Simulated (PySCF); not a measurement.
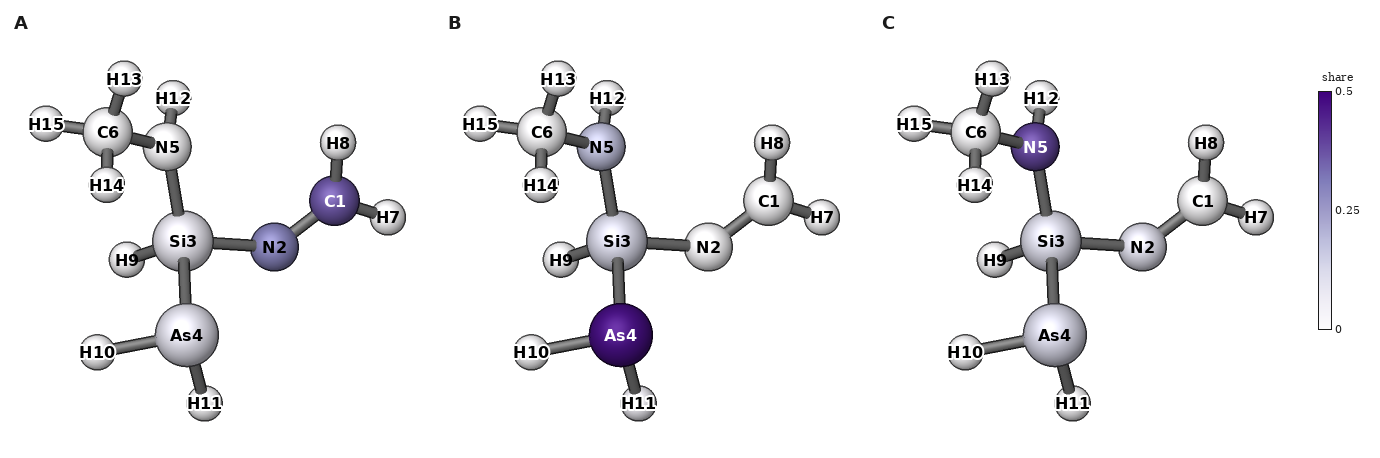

Each panel colours the atoms by their Löwdin share in one orbital (up to four of the largest shares; other atoms are shown as zero). The computed structure is the end point of a GFN2-xTB optimisation. No frequency run is at hand to confirm it as a minimum. Computed with CAM-B3LYP/def2-SVPD (PySCF 2.14.0).

The panels show the HOMO−2, HOMO, LUMO, in some order. Which is which?

Answer. A: LUMO, 0.25 eV; C1 0.37, N2 0.29, As4 0.09, Si3 0.07
B: HOMO−2, −8.75 eV; As4 0.47, N5 0.17, Si3 0.12, H11 0.05
C: HOMO, −8.18 eV; N5 0.39, As4 0.12, Si3 0.10, N2 0.10

The geometry is semi-empirical. Around As, Si such bond lengths and angles can be off by a tenth of an ångström or more and by several degrees, and values that hang on the shape move with them.
